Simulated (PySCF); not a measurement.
C$_{2}$H$_{10}$O$_{2}$SSi$_{2}$

Input

```
{"job": {"kind": "uv", "xc": "CAM-B3LYP", "basis": "def2-SVPD", "nstates": 8, "ntriplets": 3}, "charge": 0, "multiplicity": 1}
C      1.474177     2.237738    -0.761238
O      0.882101     1.067151    -0.288435
Si     1.307333    -0.462391    -0.654484
Si    -0.142650    -1.627384     0.671745
O      0.268181    -3.159988     0.325232
S     -2.242902    -1.426607     0.184162
C     -2.446584     0.347910     0.528060
H      0.926018     3.087781    -0.354062
H      2.516985     2.294474    -0.443532
H      1.441527     2.274643    -1.851967
H      1.219105    -0.662617    -2.113454
H      2.727132    -0.688164    -0.337132
H     -0.128928    -1.440467     2.132478
H     -0.322305    -3.890432     0.495626
H     -3.439526     0.628095     0.192330
H     -1.692331     0.910685    -0.011902
H     -2.354333     0.521602     1.596011
```

Run with:

```sh
OMP_NUM_THREADS=1 python probes_run.py task.json out
```

Geometry: GFN2-xTB.

The calculation used CAM-B3LYP/def2-SVPD, SCF density, gas phase in PySCF 2.14.0.

**What can the converged electron density and electron localisation function tell about the bonding?**

C–O (1.39 Å): ρ at the midpoint is about 2.1 e/Å³, with its minimum of 1.7 e/Å³ about 0.5 Å from C; the ELF peaks at about 0.90 between the atoms, as expected for a shared but strongly polarised pair.
Si–O (1.62 Å): the density is about 1.2 e/Å³ at the midpoint; the ELF peaks at about 0.90 between the atoms; a polar covalent bond.
Si–Si (2.28 Å): ρ at the midpoint is about 0.75 e/Å³; the ELF peaks at about 1 between the atoms; localised, covalent bonding.

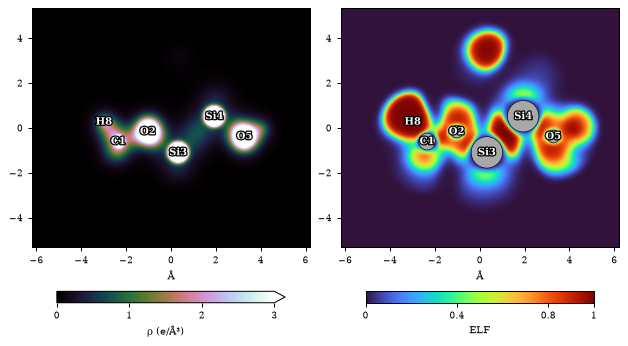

Computed electron density and electron localisation function on the plane of atoms Si3, Si4 and O5, in this order. Grey discs cover the atomic cores in the ELF map. 
